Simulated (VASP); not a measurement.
Band structure of PbF2 (fluorite). These are r2SCAN meta-GGA, VASP's PBE PAW potentials (set 64) (plane waves; VASP 6.6.1) values and carry that method's errors.

Unless said otherwise, spin-orbit coupling is left out, though it shifts the bands of the heavy elements here.

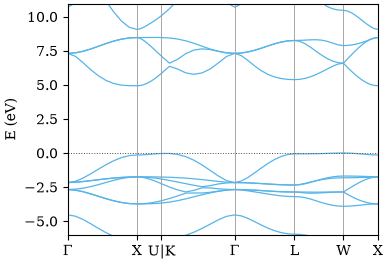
Figure. Bands along high-symmetry lines, zero at the valence-band maximum or, without a gap, the Fermi level

Q: Read the plot: is there a gap, and where are the band edges?

A: The gap is indirect, 4.93 eV, from the valence maximum at W to the conduction minimum at X.

The compound is PbF2 in the fluorite structure, the β form. It was relaxed first.
